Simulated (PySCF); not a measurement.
**C2H3AlCl2 (AlCl2(vinyl)): density, localisation and related maps**

```xyz
8

Al    0.9786    0.9818   -0.2882
Cl    2.9798    1.2120   -0.8643
Cl   -0.1425    2.7173    0.0663
C     0.1432   -0.7358   -0.0710
C    -1.1342   -0.8363    0.3303
H     0.6928   -1.6661   -0.2660
H    -1.7481    0.0468    0.5456
H    -1.6314   -1.8054    0.4636
```

Geometry: PBE0-D3(BJ)/def2-SVP.

These are results of PySCF, wB97X-D/def2-SVPD, SCF density, gas phase, not measurements.

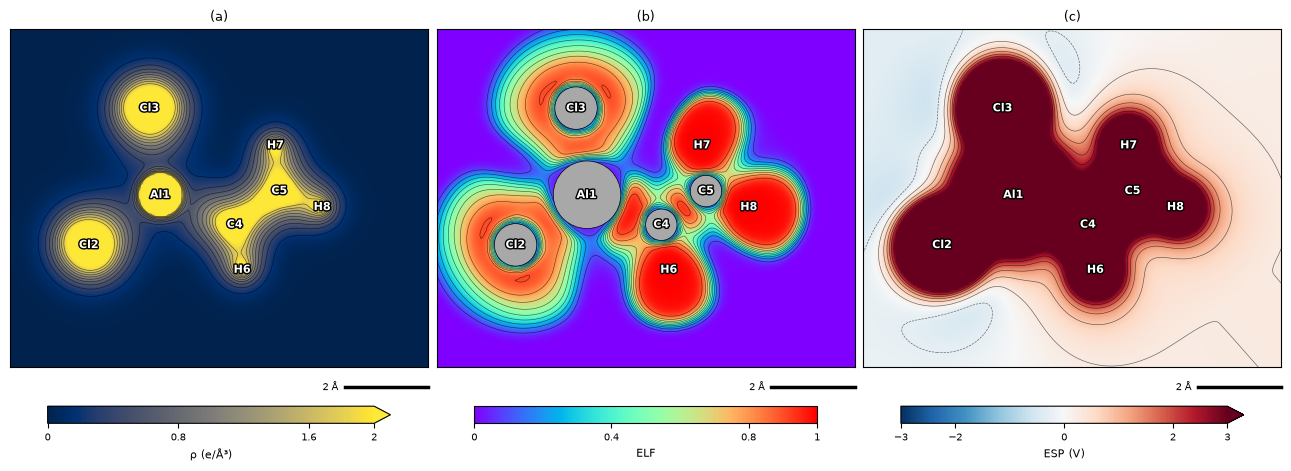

Figure 1. (a) electron density; (b) electron localisation function; (c) electrostatic potential on the molecular plane. Grey discs cover the atomic cores in the ELF map.

**What does the map show?**

The section cuts through Al, Cl, C and H sites. C–C (1.34 Å): ρ is about 2.2 e/Å³ halfway; the ELF peaks at about 0.95 between the atoms (a short, multiple covalent bond). C–Al (1.92 Å): the density is about 0.77 e/Å³ at the midpoint; the ELF peaks at about 0.95 between the atoms (a shared but strongly polarised pair). Al–Cl (2.10 Å): the density is about 0.71 e/Å³ at the midpoint; the ELF peaks at about 0.90 in the valence shell of Cl, 0.9 Å from its nucleus, and is about 0.80 at the midpoint. C–H (1.10 Å): the density is about 2 e/Å³ at the midpoint; the ELF climbs to about 1 towards the hydrogen, as it does in any bond to H; a covalent bond by its length. The ELF also peaks beside Cl2 and Cl3, away from the bonds: lone-pair regions. Outside the dense part of the molecule the potential is most negative (−0.6 V) near Cl3.

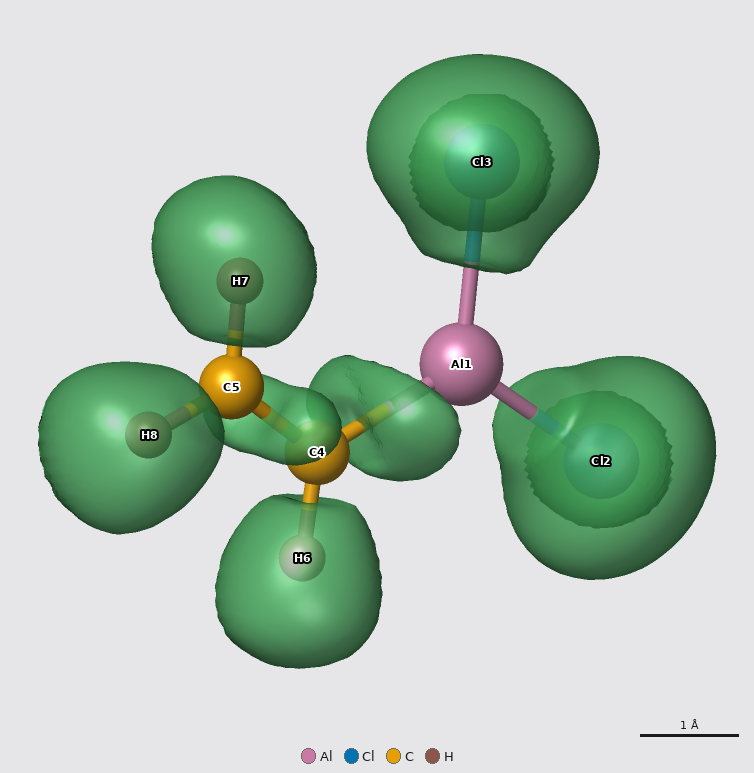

Figure 2. Isosurface of the ELF at 0.8 (green), seen at a tilt. Core shells and regions of very low density are left out.

**What do the ELF domains correspond to?**

The surface consists of one region between bonded Al–C atoms (shared pairs), one region between bonded C–C atoms (shared pairs), three regions around hydrogen nuclei and two regions on Cl in which the atom's valence shell and bonds are merged.

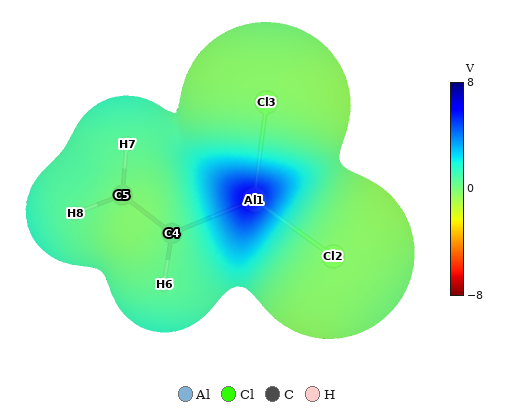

Figure 3. The molecular electrostatic potential painted on the density surface at 0.004 e/bohr³, seen at a tilt; red is negative and blue positive.

**Which sites attract a positive test charge, and which a negative one?**

A positive charge is drawn to the negative regions and a negative charge to the positive ones. The most negative region (about −0.6 V) lies over Cl2 and Cl3, the most positive (about +6.0 V) over Al1.

**How polar is the molecule by this calculation?**

Its dipole moment is 2.37 D.
